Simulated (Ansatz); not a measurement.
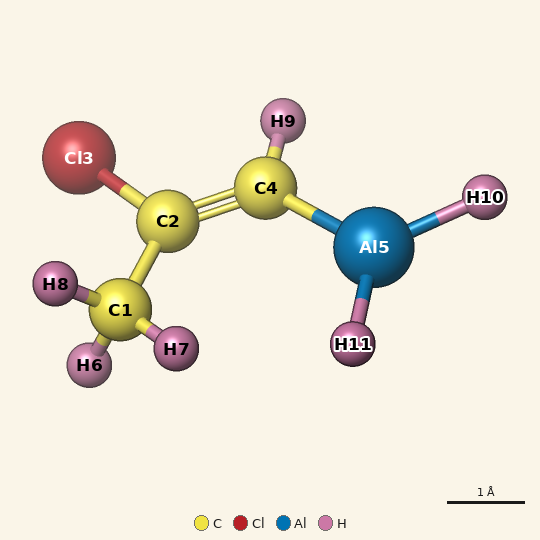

Orthographic view. Depth is shown by fading: the farther an atom, the more it takes the colour of the background. The geometry was computed by an optimisation with PBE-D4/def2-SVP. No frequency run is at hand to confirm it as a minimum.

Write a Z-matrix (Å, degrees) in the order of the atom numbers, with these reference atoms: 2 to 1; 3 to 2, 1; 4 to 2, 1, 3; 5 to 4, 2, 1; 6 to 1, 2, 4; 7 to 1, 6, 2; 8 to 1, 7, 6; 9 to 4, 2, 1; 10 to 5, 4, 9; 11 to 5, 10, 4.

```
C  
C    1   1.499
Cl   2   1.771   1   111.7
C    2   1.357   1   128.3   3   180.0
Al   4   1.947   2   126.1   1     0.0
H    1   1.110   2   110.4   4  -120.8
H    1   1.107   6   109.0   2  -122.4
H    1   1.110   7   109.1   6   116.0
H    4   1.106   2   115.3   1   179.9
H    5   1.600   4   118.3   9    -0.7
H    5   1.603  10   120.8   4   180.0
```
